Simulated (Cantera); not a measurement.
A closed system holds: 1 mol ZrN, 1.9 mol H2, held at 0.00133 bar.

These are equilibrium values from Cantera (NASA tables, ideal gas, pure condensed phases), not measurements of a reactor. Candidate condensed phases: Zr, ZrN; 11 gas species. Mutual solubility and eutectic melting of coexisting phases are not modelled. ZrN: taken at fixed stoichiometry. Condensed phases not in the tables: N, O or C dissolved in the metal. The numbers say what is thermodynamically allowed, not how fast it happens.

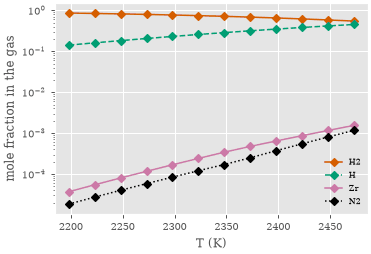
Figure: Equilibrium gas composition (values under 1e-9 drawn at 1e-9)

Problem. Read off the mole fractions at 2248 K.

Solution. H2 about 0.82, H about 0.18, Zr about 8.0e-5, N2 about 4.0e-5.
